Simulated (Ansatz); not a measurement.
# U-r2SCAN0/3-21G run of SiH (SMILES [SiH])

What is the energy change on altering one bond length of SiH at U-r2SCAN0/3-21G? 

The results are computed with Ansatz 0.2.0.

66 further runs of the same task are left out: 2 that didn't finish, 64 set aside as unsound or not needed.

## (1) The system as given

SiH has 2 atoms, charge 0, and is taken as a doublet. As SMILES, `[SiH]`. The shape is that of a GFN2-xTB optimisation.

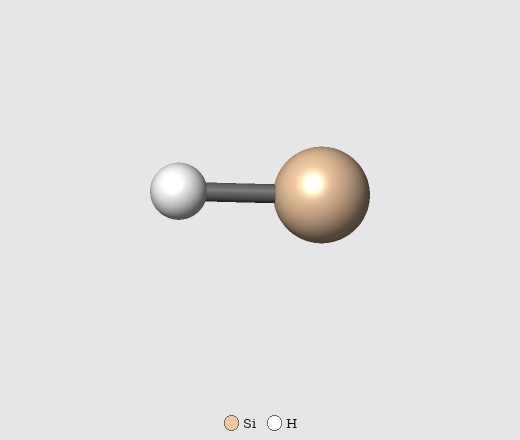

Viewed from a chosen angle; silicon light orange, hydrogen white.

## (2) A single-point energy at U-r2SCAN0/3-21G

run.yaml reads:

```yaml
basis:
  gaussian: {orbitals: 3-21G.json}
crystal:
  periodic: [false, false, false]
  atoms:
    - {symbol: Si, position_ang: [0.000000, 0.000000, 0.000000]}
    - {symbol: H, position_ang: [0.000000, 0.000000, 1.516560]}
magnetization: {spin_polarized: true, initial_magnetization: 1}
hamiltonian: {xc: {name: r2SCAN0}}
accuracy: high
```

The basis set 3-21G is read from a file made from the Basis Set Exchange's data (not shown).

Started as:

```
$ ansatz run run.yaml --threads 1 --pin off --max-ram 2610MiB --events-out events.jsonl --progress --plain --runs-dir runs
```

The log of the run:

```text
Warning: RAYON_NUM_THREADS=1 ignored (pool sized by the plan → 1); use --threads N
Functional definition: r2SCAN0
  name "r2SCAN0"
  parameter a = 0.25
  parameter k0 = 0.174
  parameter k1 = 0.065
  parameter a1 = 4.9479
  exchange = (1 - a)*r2scan_x(k0 = k0, k1 = k1, a1 = a1) + a*exact_x
  correlation = r2scan_c
284 factors; integrals over basis functions are off by at most 2.9e-9 eV
mean field evaluation 1: about -7847.8274 eV, gradient 2.3e0 eV
mean field evaluation 2: about -7847.8742 eV, gradient 7.7e-1 eV
mean field evaluation 4: about -7847.8747 eV, gradient 2.3e-1 eV
mean field evaluation 8: about -7847.8756 eV, gradient 4.1e-3 eV
mean field evaluation 16: about -7847.8756 eV, gradient 3.1e-8 eV
mean field -7847.87555349 eV, -288.4041071098 hartree, gradient 9.9e-8 eV, S^2 0.751707; 1 other end points of the search recorded, 0 dependent functions left out
reference -7847.87555457 eV, -288.4041071493 hartree; 8, 7 occupied and 7, 8 virtual orbitals, 284 factors
Total energy: -7847.87555457 eV, -288.4041071493 hartree
```

Wall time 1.7 s (1 thread of Arm Neoverse V2, shared host); peak memory 0.14 GiB.

## (3) The distorted shape at the same level

in.yaml reads:

```yaml
crystal:
  periodic: [false, false, false]
  atoms:
    - {symbol: Si, position_ang: [0.000000, 0.000000, -0.379140]}
    - {symbol: H, position_ang: [0.000000, 0.000000, 1.516560]}
basis:
  gaussian:
    orbitals: 3-21G.json
magnetization:
  spin_polarized: true
  initial_magnetization: 1
hamiltonian:
  xc: {name: r2SCAN0}
accuracy: high
```

The basis set 3-21G is read from a file made from the Basis Set Exchange's data (not shown).

Started as:

```
$ ansatz run in.yaml --threads 1 --pin off --max-ram 2610MiB --events-out events.jsonl --progress --plain --runs-dir runs
```

The log of the run (excerpt; [...] marks lines left out):

```text
Warning: RAYON_NUM_THREADS=1 ignored (pool sized by the plan → 1); use --threads N
[... 8 set-up lines as earlier in the session ...]
283 factors; integrals over basis functions are off by at most 2.9e-9 eV
mean field evaluation 1: about -7847.2732 eV, gradient 3.1e0 eV
mean field evaluation 2: about -7847.3218 eV, gradient 2.5e0 eV
mean field evaluation 4: about -7847.3971 eV, gradient 1.5e-1 eV
mean field evaluation 8: about -7847.3945 eV, gradient 1.6e-2 eV
mean field evaluation 16: about -7847.3945 eV, gradient 2.4e-7 eV
mean field -7847.39451695 eV, -288.3864293430 hartree, gradient 7.4e-8 eV, S^2 0.755060; 1 other end points of the search recorded, 0 dependent functions left out
reference -7847.39451803 eV, -288.3864293827 hartree; 8, 7 occupied and 7, 8 virtual orbitals, 283 factors
Total energy: -7847.39451803 eV, -288.3864293827 hartree
```

It took 1.9 s on 1 thread of Arm Neoverse V2, shared host; peak memory 0.14 GiB.

## (4) What came out

At U-r2SCAN0/3-21G:

```
                                                          quantity          value
                                         first shape: total energy  -288.40411 Eh
                                                 first shape: ⟨S²⟩          0.752
                                     distorted shape: total energy  -288.38643 Eh
                                             distorted shape: ⟨S²⟩          0.755
energy change with the Si1–H2 bond stretched from 1.517 to 1.896 Å       0.481 eV
```

In words: With the Si1–H2 bond stretched from 1.517 to 1.896 Å the energy rises by 0.48 eV (11.1 kcal/mol). The first shape isn't relaxed at this level, so the change isn't measured from a minimum.
